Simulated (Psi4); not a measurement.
# CH4BN (SMILES [BH3-][N+]#C): HF/STO-3G

What is the vertical singlet–triplet gap of CH4BN at HF/STO-3G? 

Program for the calculation: Psi4 1.11.

1 further run of the same task is left out (set aside as unsound or not needed).

**1. The system as given**

The species is CH4BN (7 atoms), meant as a singlet with charge 0. As SMILES, `[BH3-][N+]#C`. The shape is that of a GFN2-xTB optimisation.

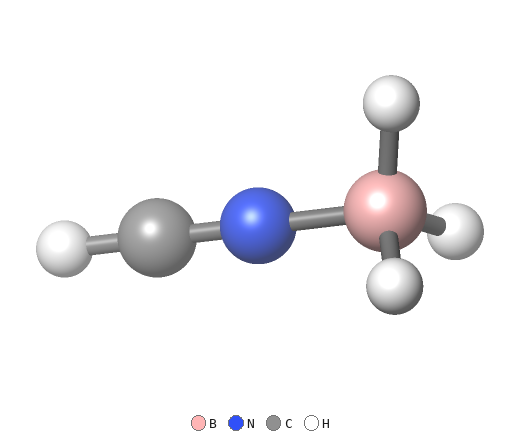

Viewed from a chosen angle; boron pink, nitrogen blue, carbon grey, hydrogen white.

**2. Energy and forces at HF/STO-3G**

Contents of ch4bn.xyz:

```xyz
7
CH4BN
B     -0.679270     0.619350    -0.271430
N      0.343100    -0.317340     0.137940
C      1.158210    -1.058740     0.463380
H     -1.600190    -0.041380    -0.638300
H     -0.196850     1.266380    -1.147890
H     -0.931780     1.266950     0.696120
H      1.906790    -1.735220     0.760180
```

Contents of run_ase.py:

```python
import numpy as np
from ase.calculators.psi4 import Psi4
from ase.io import read

mol = read('ch4bn.xyz')
calc = Psi4(atoms=mol, method='hf', basis='STO-3G', memory='1600MB', num_threads=1, charge=0, multiplicity=1, label='psi4-calc')
calc.psi4.set_options({'puream': True, 'e_convergence': 1e-09, 'd_convergence': 1e-08, 'scf_type': 'pk'})
mol.calc = calc

forces = mol.get_forces()
print(f'energy: {mol.get_potential_energy():.6f} eV')
print('forces / eV A^-1')
print(np.round(forces, 5))
```

Started as:

```sh
python run_ase.py
```

psi4-calc.dat (excerpt; [...] marks lines left out):

```text
[...]
  Running in c1 symmetry.
[...]
  Nuclear repulsion =   59.851435501977981
[...]
  Multiplicity = 1
[...]
  Nalpha       = 11
  Nbeta        = 11
[...]
    Number of basis functions: 19
[...]
   @RHF iter   1:  -117.70578694792317   -2.11985e+00   1.41583e-02 ADIIS/DIIS
[...]
   @RHF iter  10:  -117.76343367133057   -4.97380e-13   9.90779e-09 DIIS
[...]
    Orbital Energies [Eh]
    ---------------------
    Doubly Occupied:
       1A    -15.553073     2A    -11.211141     3A     -7.302566
       4A     -1.295653     5A     -0.871079     6A     -0.778560
       7A     -0.575219     8A     -0.575192     9A     -0.498937
      10A     -0.355963    11A     -0.355920
[...]
  @RHF Final Energy:  -117.76343367133057
   => Energetics <=
    Nuclear Repulsion Energy =             59.8514355019779813
    One-Electron Energy =                -276.4831310533623991
    Two-Electron Energy =                  98.8682618800538364
    Total Energy =                       -117.7634336713305743
[...]
 Multipole Moments:
 ------------------------------------------------------------------------------------
     Multipole            Electronic (a.u.)      Nuclear  (a.u.)        Total (a.u.)
 ------------------------------------------------------------------------------------
 L = 1.  Multiply by 2.5417464519 to convert [e a0] to [Debye]
 Dipole X            :          2.5795320           -0.8313729            1.7481592
 Dipole Y            :         -2.3656631            0.7708137           -1.5948494
 Dipole Z            :          1.0325842           -0.3347067            0.6978775
 Magnitude           :                                                    2.4671113
[...]
  -Total Gradient:
     Atom            X                  Y                   Z
    ------   -----------------  -----------------  -----------------
       1        0.068623496290    -0.062697976202     0.027311251130
       2       -0.064754450565     0.059076899121    -0.025729127873
       3        0.023185176209    -0.021203028555     0.009339034357
       4       -0.012557449647    -0.009355163382    -0.005009494711
       5        0.006889820309     0.008815050072    -0.012135662082
       6       -0.003186313630     0.008668521216     0.013553349299
       7       -0.018200278967     0.016695697729    -0.007329350119
[...]
```

On the terminal:

```text
energy: -3204.506253 eV
forces / eV A^-1
[[-3.52876  3.22406 -1.4044 ]
 [ 3.32981 -3.03786  1.32304]
 [-1.19223  1.0903  -0.48023]
 [ 0.64573  0.48106  0.2576 ]
 [-0.35429 -0.45329  0.62404]
 [ 0.16385 -0.44575 -0.69694]
 [ 0.9359  -0.85853  0.37689]]
```

Wall time 1.4 s (1 thread of Intel Xeon 6975P-C (Granite Rapids), shared host); peak memory 0.19 GiB.

**3. The triplet: the energy at UHF/STO-3G**

Contents of input.inp:

```
memory 1600 mb

molecule system {
  0 3
  B     -0.679270     0.619350    -0.271430
  N      0.343100    -0.317340     0.137940
  C      1.158210    -1.058740     0.463380
  H     -1.600190    -0.041380    -0.638300
  H     -0.196850     1.266380    -1.147890
  H     -0.931780     1.266950     0.696120
  H      1.906790    -1.735220     0.760180
  symmetry c1
  no_reorient
  no_com
}

set globals {
  basis STO-3G
  reference uhf
  puream true
  e_convergence 1e-09
  d_convergence 1e-08
  scf_type pk
  maxiter 200
}

e_tot, wfn = energy('hf', return_wfn=True)
oeprop(wfn, 'WIBERG_LOWDIN_INDICES', 'DIPOLE', 'MAYER_INDICES', title='HF')
print_variables()
```

Started as:

```sh
psi4 -i input.inp -o input.out -n 1
```

input.out (excerpt; [...] marks lines left out):

```text
[...]
  Running in c1 symmetry.
[...]
  Nuclear repulsion =   59.851435501977981
[...]
  Multiplicity = 3
[...]
  Nalpha       = 12
  Nbeta        = 10
[...]
    Number of basis functions: 19
[...]
   @UHF iter   1:  -117.48858740448723   -1.90265e+00   7.59457e-03 DIIS/ADIIS
[...]
   @UHF iter  55:  -117.51350734301425   -9.26406e-11   9.40812e-09 DIIS
[...]
   @S^2 Observed:                2.027221264E+00
[...]
    Orbital Energies [Eh]
    ---------------------
    Alpha Occupied:
       1A    -15.439770     2A    -11.112774     3A     -7.344314
       4A     -1.274874     5A     -0.858512     6A     -0.740311
       7A     -0.632592     8A     -0.570010     9A     -0.544869
      10A     -0.425198    11A     -0.409023    12A     -0.191167
    Alpha Virtual:
      13A      0.252362    14A      0.479393    15A      0.693982
      16A      0.769450    17A      0.790774    18A      0.877067
      19A      1.349825
    Beta Occupied:
[...]
  @UHF Final Energy:  -117.51350734301425
   => Energetics <=
    Nuclear Repulsion Energy =             59.8514355019779813
    One-Electron Energy =                -276.9520476862556961
    Two-Electron Energy =                  99.5871048412634536
    Total Energy =                       -117.5135073430142540
  UHF NO Occupations:
  HONO-2 :   10  A 1.9943811
  HONO-1 :   11  A 1.0000000
[...]
 Multipole Moments:
 ------------------------------------------------------------------------------------
     Multipole            Electronic (a.u.)      Nuclear  (a.u.)        Total (a.u.)
 ------------------------------------------------------------------------------------
 L = 1.  Multiply by 2.5417464519 to convert [e a0] to [Debye]
 Dipole X            :         -8.6841934            9.6991705            1.0149772
 Dipole Y            :          8.1378861           -8.9201498           -0.7822637
 Dipole Z            :         -3.2805455            3.8906059            0.6100604
 Magnitude           :                                                    1.4192565
[...]
```

It took 1.4 s on 1 thread of Intel Xeon 6975P-C (Granite Rapids), shared host; peak memory 0.18 GiB.

**4. Results**

At HF/STO-3G:

```
                                        quantity          value
                           singlet: total energy  -117.76343 Eh
                          singlet: dipole moment         6.27 D
                            singlet: HOMO energy       -9.69 eV
                            singlet: LUMO energy        6.42 eV
                          singlet: HOMO–LUMO gap       16.10 eV
               singlet: largest force on an atom     4.982 eV/Å
                           triplet: total energy  -117.51351 Eh
                          triplet: dipole moment         3.61 D
     triplet: HOMO energy (highest over α and β)       -5.20 eV
      triplet: LUMO energy (lowest over α and β)       -0.84 eV
                                   triplet: ⟨S²⟩          2.027
vertical energy of the triplet above the singlet       6.801 eV
```

What this shows: At this shape the triplet lies 6.80 eV (157 kcal/mol) above the singlet. The largest force (singlet) is 4.98 eV/Å: the shape isn't a stationary point for this species at this level. In a minimal basis such a difference can be off by several eV, whatever the method.
